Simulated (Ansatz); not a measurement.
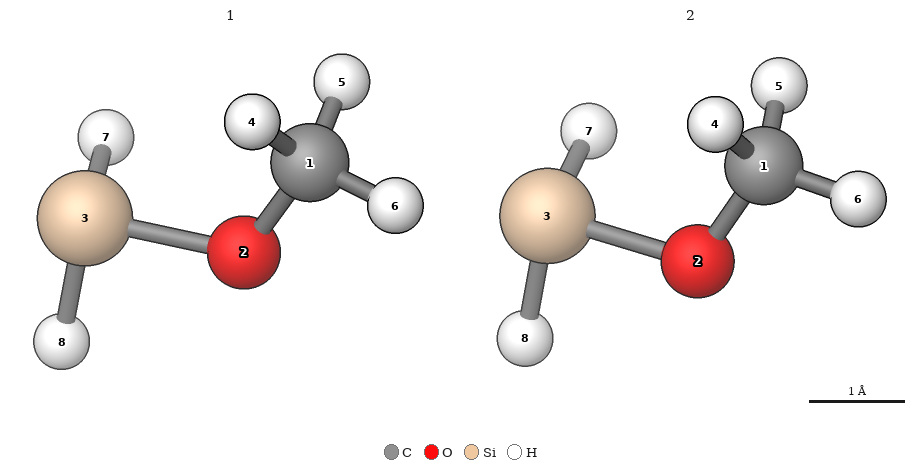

Two geometries of CH5OSi (charge −1), drawn at one scale. One is the start of a relaxation, the other its converged end. A ball-and-stick model, seen from a free direction.

All numbers below come from Ansatz, RKS PBE0-D4/def2-TZVPD. (force threshold 0.005 eV/Å; at most 200 steps)

**Which of the two is the end point?**

Structure 1 is the relaxed one. H7 moves most after the best rigid fit: 0.26 Å. Largest moves by element: H 0.26 Å, O 0.19 Å, C 0.07 Å, Si 0.06 Å. Among the contacts that change: Si3–H8 1.497 → 1.542 Å, C1–O2 1.342 → 1.379 Å, Si3–H7 1.526 → 1.561 Å. Among the angles between lasting bonds that change: H7–Si3–H8 100.4° → 93.1°, C1–O2–Si3 113.7° → 117.1°. The energy falls by 0.096 eV in 10 accepted moves (11 points after the start). The largest force component goes from 1.3 to 0.0026 eV/Å. The line search rejected the trial step at point 10 of the run. The forces were under the threshold at step 8, but the run went on from there. Cost: 39 s on 2 threads of Arm Neoverse V2, on a shared host.
